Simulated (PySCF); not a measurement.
**Single-point calculation, with input and output: PO₂**

The run: single-point calculation of PO₂ (phosphorus dioxide), multiplicity 2, SMILES [O]P=O. Method and program: M06-2X/STO-6G, UKS (PySCF 2.14.0).

The geometry comes from this level: GFN2-xTB.

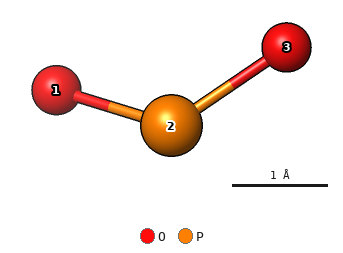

**Figure 1.** The structure as given in the input (ball-and-stick view, seen at a tilt; atoms are numbered from 1 in the order of the input).

## Key numbers

- outcome: converged
- total energy: −489.699335 hartree
- basis functions: 19
- ⟨S²⟩: 0.758
- dipole moment: 1.18 D
- hardware: 1 thread of Arm Neoverse V1, 24 GiB of memory available, shared host
- wall time: 8.1 s
- peak memory: 0.21 GiB

## Input file (run.py)
```python
from pyscf import gto, dft

mol = gto.M(
    atom='geometry.xyz',
    spin=1,
    max_memory=1860,
    verbose=3,
    basis='sto-6g',
)

mf = dft.UKS(mol)
mf.xc = 'm06-2x'
mf.grids.level = 5
mf.conv_tol = 1e-10
mf.kernel()
if not mf.converged:
    mf = mf.newton().run(mf.mo_coeff, mf.mo_occ)

e_tot = mf.e_tot
print('E(%s) = %.9f' % ('M06-2X', e_tot))
```

## File geometry.xyz
```
3
O2P
O      0.331710     1.226310     0.317670
P     -0.403940     0.077030    -0.212130
O      0.072230    -1.303340    -0.105540
```

Run as:
```bash
OMP_NUM_THREADS=1 python run.py
```

## Output
```
WARN: HOMO -0.230231341686675 >= LUMO -0.230231341686677

converged SCF energy = -489.699335451703  <S^2> = 0.7576823  2S+1 = 2.0076676
E(M06-2X) = -489.699335452
```
